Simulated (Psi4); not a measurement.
**A workflow on [BPH4]− (SMILES [BH2-]P), part 1 of 2**

Aim: a structure relaxation (UBP86/3-21G), then the harmonic vibrations, then the energy (UMP2/def2-TZVPP), then the excited states (TD-BP86/3-21G) of [BPH4]−. 

The results are computed with Psi4 1.11.

### Step 1. The structure to begin with

[BPH4]− has 6 atoms, charge -1, and is taken as a doublet. SMILES: `[BH2-]P`. The shape is that of a GFN2-xTB optimisation. The run starts from this shape.

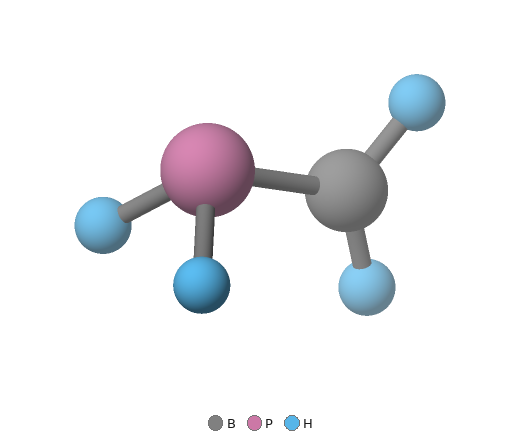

The structure, seen from a chosen angle (boron grey, phosphorus pink, hydrogen blue).

### Step 2. A geometry optimisation at UBP86/3-21G (density fitting) (run 1)

The input, bh4p.inp:

```
memory 1600 mb

molecule molecule1 {
  -1 2
  B
  P 1 R2
  H 1 R3 2 A3
  H 1 R4 3 A4 2 D4
  H 2 R5 1 A5 4 D5
  H 2 R6 5 A6 1 D6

  R2 = 1.843581
  R3 = 1.195034
  A3 = 122.2939
  R4 = 1.18987
  A4 = 120.10823
  D4 = 179.85719
  R5 = 1.439747
  A5 = 104.93863
  D5 = 136.39751
  R6 = 1.440891
  A6 = 84.40769
  D6 = -104.24065
}

set reference uks
set geom_maxiter 60

energy_value = optimize('bp86/3-21G')
print_variables()
```

Run with:

```console
$ psi4 bh4p.inp bh4p.out -n 1
```

bh4p.out:

```text
Psi4 1.11 release

gradient() will perform analytic gradient computation.

   => Loading Basis Set <=

    Name: 3-21G
    Role: ORBITAL
    Keyword: BASIS

         ---------------------------------------------------------
                                   SCF
                              UKS Reference
                        1 Threads,   1525 MiB Core
         ---------------------------------------------------------

  ==> Geometry <==

    Molecular point group: c1
    Full point group: C1

    Geometry (in Angstrom), charge = -1, multiplicity = 2:

       Center              X                  Y                   Z               Mass
    ------------   -----------------  -----------------  -----------------  -----------------
         B            0.000307144653    -0.042798613542    -1.312061931969    11.009305360000
         P            0.000307144653    -0.042798613542     0.531519068031    30.973761998420
         H            0.000307144653     0.967385995663    -1.950523611699     1.007825032230
         H           -0.002258467531    -1.097284450831    -1.863282081719     1.007825032230
         H            0.962119873396     0.962208708619     0.902663219596     1.007825032230
         H           -0.972963305817     0.950555837090     0.908558110483     1.007825032230

  Running in c1 symmetry.

  Rotational constants: A =      2.87518  B =      0.43585  C =      0.41351 [cm^-1]
  Rotational constants: A =  86195.64995  B =  13066.47727  C =  12396.85148 [MHz]
  Nuclear repulsion =   46.180807136878514

  Charge       = -1
  Multiplicity = 2
  Electrons    = 25
  Nalpha       = 13
  Nbeta        = 12

  ==> Algorithm <==

  SCF Algorithm Type is DF.
  DIIS enabled.
  MOM disabled.
  Fractional occupation disabled.
  Guess Type is SAD.
  Energy threshold   = 1.00e-08
  Density threshold  = 1.00e-08
  Integral threshold = 1.00e-12

  ==> Primary Basis <==

  Basis Set: 3-21G
    Blend: 3-21G
    Number of shells: 20
    Number of basis functions: 30
    Number of Cartesian functions: 30
    Spherical Harmonics?: false
    Max angular momentum: 1

  ==> DFT Potential <==

   => LibXC <=

    Version 7.1.2

   => Composite Functional: BP86 <=

    BP86 GGA Exchange-Correlation Functional

    Deriv               =              1
    GGA                 =           TRUE
    Meta                =          FALSE

    Exchange Hybrid     =          FALSE
    MP2 Hybrid          =          FALSE

   => Exchange Functionals <=

    1.0000     XC_GGA_X_B88

   => Correlation Functionals <=

    1.0000     XC_GGA_C_P86

   => LibXC Density Thresholds  <==

    XC_GGA_C_P86:  1.00E-15
    XC_GGA_X_B88:  1.00E-15

   => Molecular Quadrature <=

    Radial Scheme          =       TREUTLER
    Pruning Scheme         =           NONE
    Nuclear Scheme         =       TREUTLER

    Blocking Scheme        =         OCTREE
    BS radius alpha        =              1
    Pruning alpha          =              1
    Radial Points          =             75
    Spherical Points       =            302
    Total Points           =         129484
    Total Blocks           =           1032
    Max Points             =            256
    Max Functions          =             30
    Weights Tolerance      =       1.00E-15

   => Loading Basis Set <=

    Name: (3-21G AUX)
    Role: JKFIT
    Keyword: DF_BASIS_SCF

  ==> Integral Setup <==

  DFHelper Memory: AOs need 0.003 GiB; user supplied 1.021 GiB.
  SCF_SUBTYPE=INCORE selected. In-core MEM_DF algorithm will be used.
  Using in-core AOs.

  ==> MemDFJK: Density-Fitted J/K Matrices <==

    J tasked:                   Yes
    K tasked:                    No
    wK tasked:                   No
    Memory [MiB]:              1045
    Algorithm:                 Core
    Schwarz Cutoff:           1E-12
    Mask sparsity (%):       0.2222
    Fitting Condition:        1E-10

   => Auxiliary Basis Set <=

  Basis Set: (3-21G AUX)
    Blend: DEF2-UNIVERSAL-JKFIT
    Number of shells: 87
    Number of basis functions: 324
    Number of Cartesian functions: 324
    Spherical Harmonics?: false
    Max angular momentum: 4

  Cached 100.0% of DFT collocation blocks in 0.097 [GiB].

  Minimum eigenvalue in the overlap matrix is 1.0964918798E-02.
  Reciprocal condition number of the overlap matrix is 2.8634855152E-03.
    Using symmetric orthogonalization.

  ==> Pre-Iterations <==

  SCF Guess: Superposition of Atomic Densities via on-the-fly atomic UHF (no occupation information).

   -------------------------
    Irrep   Nso     Nmo
   -------------------------
     A         30      30
   -------------------------
    Total      30      30
   -------------------------

  ==> Iterations <==

                           Total Energy        Delta E     RMS |[F,P]|

[... 2 lines left out ...]
   @DF-UKS iter   2:  -366.32064907702568    1.25091e-01   2.09096e-02 ADIIS/DIIS
[... 4 lines left out ...]
   @DF-UKS iter   7:  -366.68676014838007   -1.87595e-06   9.66463e-06 DIIS
[... 4 lines left out ...]
   @DF-UKS iter  12:  -366.68676026632880   -3.97904e-13   6.17778e-09 DIIS
[... 12 lines left out ...]
   @S   Expected:                5.000000000E-01
[... 50 lines left out ...]
    One-Electron Energy =                -602.4996587526572966
[... 4 lines left out ...]
    Total Energy =                       -366.6867602663288039
[... 150 lines left out ...]
	                                 ==> Convergence Check <==
[... 162 lines left out ...]
                           Total Energy        Delta E     RMS |[F,P]|
[... 5 lines left out ...]
   @DF-UKS iter   4:  -366.69414815806368   -3.36609e-06   1.02705e-05 DIIS
[... 4 lines left out ...]
   @DF-UKS iter   9:  -366.69414829693903   -2.95586e-12   1.04562e-08 DIIS
[... 12 lines left out ...]
   @S^2 Observed:                7.539516186E-01
[... 14 lines left out ...]
    Nuclear Repulsion Energy =             44.2983781875413030
[... 4 lines left out ...]
    VV10 Nonlocal Energy =                  0.0000000000000000
[... 70 lines left out ...]
    Weights Tolerance      =       1.00E-15
[... 144 lines left out ...]
    Weights Tolerance      =       1.00E-15
[... 35 lines left out ...]
   @DF-UKS iter   3:  -366.69454583270050   -7.76730e-06   1.48262e-05 DIIS
[... 4 lines left out ...]
   @DF-UKS iter   8:  -366.69454605190384   -3.86535e-12   1.36826e-08 DIIS
[... 12 lines left out ...]
   @S^2 Observed:                7.540602432E-01
[... 14 lines left out ...]
    Nuclear Repulsion Energy =             43.9552690852967913
[... 4 lines left out ...]
    VV10 Nonlocal Energy =                  0.0000000000000000
[... 70 lines left out ...]
    Weights Tolerance      =       1.00E-15
[... 144 lines left out ...]
    Weights Tolerance      =       1.00E-15
[... 24 lines left out ...]
   @DF-UKS iter   3:  -366.69460079806561   -3.07048e-06   6.10105e-06 DIIS
[... 4 lines left out ...]
   @DF-UKS iter   8:  -366.69460082853078   -1.59162e-12   7.05680e-09 DIIS
[... 12 lines left out ...]
   @S   Expected:                5.000000000E-01
[... 14 lines left out ...]
    One-Electron Energy =                -597.7689501856377774
[... 4 lines left out ...]
    Total Energy =                       -366.6946008285307812
[... 119 lines left out ...]
	                                 ==> Convergence Check <==
[... 114 lines left out ...]
                           Total Energy        Delta E     RMS |[F,P]|
[... 5 lines left out ...]
   @DF-UKS iter   4:  -366.69461290011094   -6.52420e-09   3.36908e-07 DIIS
[... 4 lines left out ...]
  Energy and wave function converged.
[... 12 lines left out ...]
   @S   Observed:                5.000000000E-01
[... 14 lines left out ...]
    Two-Electron Energy =                 216.0961068458253465
[... 27 lines left out ...]
 Dipole X            :          0.0127778           -0.0141314           -0.0013536
[... 97 lines left out ...]
	Measures of convergence in internal coordinates in au.
[... 114 lines left out ...]
   @DF-UKS iter   0:  -366.69442916420644   -3.66694e+02   7.55135e-05
[... 4 lines left out ...]
   @DF-UKS iter   5:  -366.69461461337960   -4.75779e-11   1.84073e-07 DIIS
[... 12 lines left out ...]
   @S^2 Expected:                7.500000000E-01
[... 47 lines left out ...]
  @DF-UKS Final Energy:  -366.69461461340978
[... 7 lines left out ...]
    Empirical Dispersion Energy =           0.0000000000000000
[... 27 lines left out ...]
 Dipole Z            :          2.1969986           -1.1654489            1.0315498
[... 26 lines left out ...]
  Nuclear repulsion =   43.809042780826786

   => Molecular Quadrature <=

    Radial Scheme          =       TREUTLER
    Pruning Scheme         =           NONE
    Nuclear Scheme         =       TREUTLER

    Blocking Scheme        =         OCTREE
    BS radius alpha        =              1
    Pruning alpha          =              1
    Radial Points          =             75
    Spherical Points       =            302
    Total Points           =         129659
    Total Blocks           =           1039
    Max Points             =            255
    Max Functions          =             30
    Weights Tolerance      =       1.00E-15

  -Total Gradient:
     Atom            X                  Y                   Z
    ------   -----------------  -----------------  -----------------
       1        0.000000955479     0.000077025871     0.000104626397
       2        0.000000623468    -0.000013576002    -0.000088851557
       3       -0.000000441599    -0.000078135749    -0.000015469387
       4       -0.000000104267     0.000017503724    -0.000007733870
       5       -0.000010640860    -0.000004427178     0.000006898456
       6        0.000009278399    -0.000003607190     0.000007646493

	total time  =          0 seconds =       0.00 minutes

    			-----------------------------------------

    			 OPTKING 3.0: for geometry optimizations

    			        with contributions from

    			-----------------------------------------

	                            ===> Fragment 1 <==

	 Z (Atomic Numbers)          Masses                          Geom
	       5.000000            11.009305          0.00065055 -0.08065106 -2.65572016
	      15.000000            30.973762          0.00065055 -0.08065106  1.07399605
	       1.000000             1.007825          0.00065055  1.85905224 -3.89781415
	       1.000000             1.007825         -0.00686800 -2.15185364 -3.65822528
	       1.000000             1.007825          1.95697817  1.83772113  1.77663896
	       1.000000             1.007825         -1.97786055  1.81476943  1.78261164

	 - Coordinate -           - BOHR/RAD -       - ANG/DEG -
	 R(1,2)           =         3.729716           1.973681
	 R(1,3)           =         2.303312           1.218860
	 R(1,4)           =         2.301077           1.217677
[... 11 lines of this table left out ...]
	 D(4,1,2,6)       =        -2.331119        -133.563286

	        --- Internal Coordinate Step in ANG or DEG, aJ/ANG or AJ/DEG ---
	-------------------------------------------------------------------------------
	           Coordinate      Previous         Force          Change          New
	           ----------      --------        ------          ------        ------
	               R(1,2)       1.97368        0.00064        0.00043       1.97411
	               R(1,3)       1.21886        0.00046        0.00010       1.21896
	               R(1,4)       1.21768        0.00010        0.00001       1.21768
[... 11 lines of this table left out ...]
	           D(4,1,2,6)    -133.56329        0.00000        0.00000    -133.56328
	-------------------------------------------------------------------------------

	                                 ==> Convergence Check <==

	Measures of convergence in internal coordinates in au.

	Criteria marked as inactive (o), active & met (*), and active & unmet ( ).

	----------------------------------------------------------------------------------------------
	   Step    Total Energy     Delta E     Max Force     RMS Force      Max Disp      RMS Disp
	----------------------------------------------------------------------------------------------
	  Convergence Criteria     1.00e-06 *    3.00e-04 *             o    1.20e-03 *             o
	----------------------------------------------------------------------------------------------
	     6    -366.69461461   -1.71e-06      7.81e-05 *    3.59e-05 o    8.54e-04 *    3.79e-04 o  ~
	----------------------------------------------------------------------------------------------

Next Geometry in Ang
	Fragment 1 (Ang)

	    B   0.0003344794  -0.0428608780  -1.4055733649
	    P   0.0003424193  -0.0426874196   0.5685400800
	    H   0.0003436120   0.9841241542  -2.0621999506
	    H  -0.0036270325  -1.1389839480  -1.9359041721
	    H   1.0356629490   0.9725319593   0.9399783238
	    H  -1.0467085338   0.9603896627   0.9431371617

    Final optimized geometry and variables:
    Molecular point group: c1
    Full point group: C1

    Geometry (in Angstrom), charge = -1, multiplicity = 2:

    B
    P             1          R2
    H             1          R3      2          A3
    H             1          R4      3          A4      2          D4
    H             2          R5      1          A5      4          D5
    H             2          R6      5          A6      1          D6

    A3        =  122.6335716238
    A4        =  121.5382933376
    A5        =  104.3831523417
    A6        =   88.1143440874
    D4        =  179.7803463352
    D5        =  134.6467500483
    D6        = -104.4886288986
    R2        =    1.9736808224
    R3        =    1.2188602415
    R4        =    1.2176772580
    R5        =    1.4968398937
    R6        =    1.4976052590

  Variable Map:
  ----------------------------------------------------------------------------
  "CURRENT ENERGY"              =>    -366.694614613410
  "CURRENT REFERENCE ENERGY"    =>    -366.694614613410
  "DD SOLVATION ENERGY"         =>       0.000000000000
  "DFT FUNCTIONAL TOTAL ENERGY" =>    -366.694614613410
  "DFT TOTAL ENERGY"            =>    -366.694614613410
  "DFT VV10 ENERGY"             =>       0.000000000000
  "DFT XC ENERGY"               =>     -28.906800076216
  "GRID ELECTRONS ALPHA"        =>      12.999991075014
  "GRID ELECTRONS BETA"         =>      11.999994958027
  "GRID ELECTRONS TOTAL"        =>      24.999986033040
  "NUCLEAR REPULSION ENERGY"    =>      43.809042780827
  "ONE-ELECTRON ENERGY"         =>    -597.682133433414
  "OPTIMIZATION ITERATIONS"     =>       6.000000000000
  "PCM POLARIZATION ENERGY"     =>       0.000000000000
  "PE ENERGY"                   =>       0.000000000000
  "SCF ITERATION ENERGY"        =>    -366.694614613410
  "SCF ITERATIONS"              =>       7.000000000000
  "SCF TOTAL ENERGY"            =>    -366.694614613410
  "TWO-ELECTRON ENERGY"         =>     216.085276115394
  "XC GRID RADIAL POINTS"       =>      75.000000000000
  "XC GRID SPHERICAL POINTS"    =>     302.000000000000
  "XC GRID TOTAL POINTS"        =>  129659.000000000000

  Array Variable Map:
  ----------------------------------------------------------------------------
  "CURRENT DIPOLE"              =>      -0.001363646410 ... 1.031549756486 1 by 3
  "CURRENT GRADIENT"            =>       0.000000955479 ... 0.000007646493 6 by 3
  "DFT TOTAL GRADIENT"          =>       0.000000955479 ... 0.000007646493 6 by 3
  "SCF DIPOLE"                  =>      -0.001363646410 ... 1.031549756486 1 by 3
  "SCF TOTAL ENERGIES"          =>    -366.694429164206 ... -366.694614613410 1 by 8
  "SCF TOTAL GRADIENT"          =>       0.000000955479 ... 0.000007646493 6 by 3

    Psi4 run time: 0:00:16.53

[set-up sections that repeat, and orbital energies of the middle runs, are left out above]
```

On the terminal:

```text
Optimizer: Optimization complete!
```

Wall time 18 s (1 thread of Intel Xeon at 2.60GHz (Ice Lake), shared host); peak memory 0.33 GiB.

Steps, from the record of the run:

```
step  energy from the first frame kept (eV)  largest force (eV/Å)
   0                                 0.0000                1.9337
   1                                -0.2010                0.5452
   2                                -0.2119                0.2471
   3                                -0.2134                0.1046
   4                                -0.2137                0.0328
   5                                -0.2137                0.0067
```

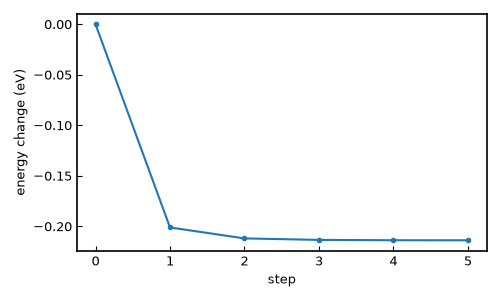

Energy along the run.

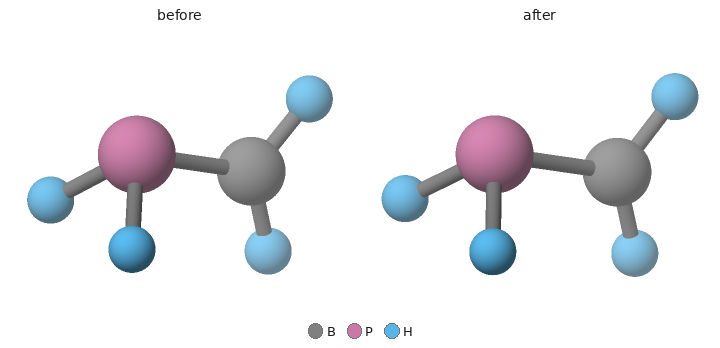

Before and after, at one scale.

After the run. Bond lengths: B1–P2 1.974 Å, B1–H3 1.219 Å, B1–H4 1.218 Å, P2–H5 1.497 Å, P2–H6 1.498 Å. Angles: B1–P2–H5 104.4°, B1–P2–H6 104.5°, P2–B1–H3 122.6°, P2–B1–H4 115.8°, H5–P2–H6 88.1°, H3–B1–H4 121.5°.

### Step 3. The harmonic vibrations at UBP86/3-21G (density fitting) (run 2)

The input, input.in:

```
memory 1600 MB

molecule mol {
  -1 2
  B      0.031081    -0.993706    -0.063115
  P      0.605088     0.894650    -0.069838
  H     -1.122797    -1.329220     0.140886
  H      0.905530    -1.814734    -0.272847
  H     -0.434608     1.596404    -0.886603
  H     -0.028675     1.483575     1.152591
  units angstrom
}

set reference uks
set t 298.15
set rotational_symmetry_number 1

energy_value, wavefunction = frequency('bp86/3-21G', return_wfn=True)
```

Run with:

```console
$ psi4 -i input.in -o input.out -n 1
```

input.out, shortened:

```text
[...]
  Running in c1 symmetry.
[...]
  Nuclear repulsion =   43.809038735589645
[...]
  Multiplicity = 2
[...]
  Nalpha       = 13
  Nbeta        = 12
[...]
    Number of basis functions: 30
[...]
   @DF-UKS iter   1:  -366.47957309955632   -2.70954e-01   1.76213e-02 ADIIS/DIIS
[...]
   @DF-UKS iter  13:  -366.69461327697093   -3.41061e-13   3.11648e-09 DIIS
[...]
   @S^2 Observed:                7.540841639E-01
[...]
  @DF-UKS Final Energy:  -366.69461327697093
   => Energetics <=
    Nuclear Repulsion Energy =             43.8190553810378844
    One-Electron Energy =                -597.7026108302231933
    Two-Electron Energy =                 216.0963146526801495
    DFT Exchange-Correlation Energy =     -28.9073724804656997
    Empirical Dispersion Energy =           0.0000000000000000
    VV10 Nonlocal Energy =                  0.0000000000000000
    Total Energy =                       -366.6946132769709266
[...]
  -Total Gradient:
     Atom            X                  Y                   Z
    ------   -----------------  -----------------  -----------------
       1       -0.000039866921     0.000139998742     0.000009576365
       2       -0.000251552012     0.000074160149     0.000145571710
       3        0.000071048162    -0.000038962730    -0.000017126853
       4       -0.000017064403    -0.000002671128     0.000006051321
       5        0.000155945818    -0.000079698257     0.000294863916
       6        0.000088359557    -0.000087643062    -0.000439584275
[...]
  ==> Harmonic Vibrational Analysis <==
[...]
  Freq [cm^-1]                 11.3413             346.9195            567.9797
[...]
  IR activ [km/mol]             1.7156             11.5973             29.9827
[...]
  Freq [cm^-1]                 600.9407            699.1194            823.3656
[...]
  IR activ [km/mol]             5.3091              3.9213             31.8534
[...]
  Freq [cm^-1]                1104.0715           1114.5911           1864.0180
[...]
  IR activ [km/mol]            22.5082             180.4740            313.8923
[...]
  Freq [cm^-1]                1930.9682           2448.8659           2539.0014
[...]
  IR activ [km/mol]            444.3466            155.9147            206.4846
[...]
  Total E_0, Enthalpy at 0 [K]                                                         -366.66260366 [Eh]
[...]
  Total H, Enthalpy at  298.15 [K]                                                     -366.65697074 [Eh]
[...]
```

On the terminal:

```text
Warning: used thermodynamics relations inappropriate for low-frequency modes: ['11.3413' '346.9195' '567.9797' '600.9407']
```

Run time: 1.8 min. Hardware: 1 thread of Intel Xeon at 2.60GHz (Ice Lake), shared host; peak memory 0.32 GiB.

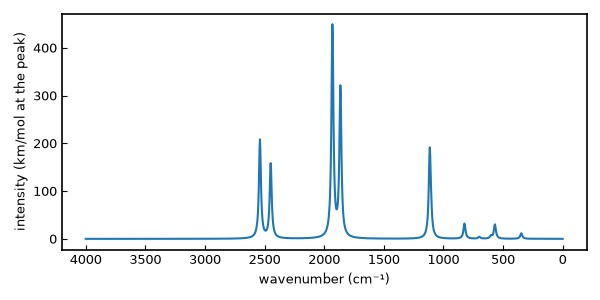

Harmonic infrared spectrum, unscaled, lines broadened by 10 cm⁻¹.

(Continued in part 2 of 2.)
